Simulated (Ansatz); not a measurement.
CoAs3 (space group Im-3)

```xyz
16
Lattice="-4.0753 4.0753 4.0753 4.0753 -4.0753 4.0753 4.0753 4.0753 -4.0753" Properties=species:S:1:pos:R:3 pbc="T T T"
Co    -2.0376     2.0376     2.0376
Co     2.0376    -2.0376     2.0376
Co     2.0376     2.0376     2.0376
Co     2.0376     2.0376    -2.0376
As     0.0000     1.2414     2.7785
As     4.0753     2.8339     1.2968
As     4.0753     2.8339    -1.2968
As     0.0000     1.2414     5.3721
As     2.7785     0.0000     1.2414
As     1.2968     4.0753     2.8339
As    -1.2968     4.0753     2.8339
As     5.3721     0.0000     1.2414
As     1.2414     2.7785     0.0000
As     2.8339     1.2968     4.0753
As     2.8339    -1.2968     4.0753
As     1.2414     5.3721     0.0000
```

This relaxed cell (volume V₀) is scaled evenly in all directions, its shape held. The atoms relax within the cell's symmetry.

The numbers are results of PBEsol (plane waves to 420 eV, PAW, scalar-relativistic; Ansatz, a first-principles code), not measurements. k mesh 7×7×7 (Γ-centred), Fermi-Dirac smearing 0.05 eV. E stands for the smeared free energy. At this level the bands of CoAs3 touch or barely overlap; measurements give the solid a gap. CoAs3 is run without spin polarisation. CoAs3 was relaxed with its symmetry unable to fall. ΔE is measured from the relaxed starting cell.

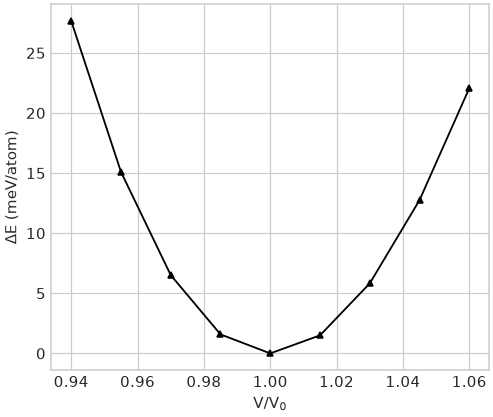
Figure: ΔE (meV/atom) against V/V₀; one marker a computed point.

Problem. What is ΔE at V/V₀ = 0.940?

Solution. About 28 meV/atom.

Problem. What bulk modulus B₀ follows from a third-order Birch-Murnaghan fit?

Solution. About 130 GPa.

Problem. What is ΔE at V/V₀ = 1.060?

Solution. About 22 meV/atom.

(A scan under strain: stresses follow from slopes of the energy per volume, elastic moduli from its curvatures.)
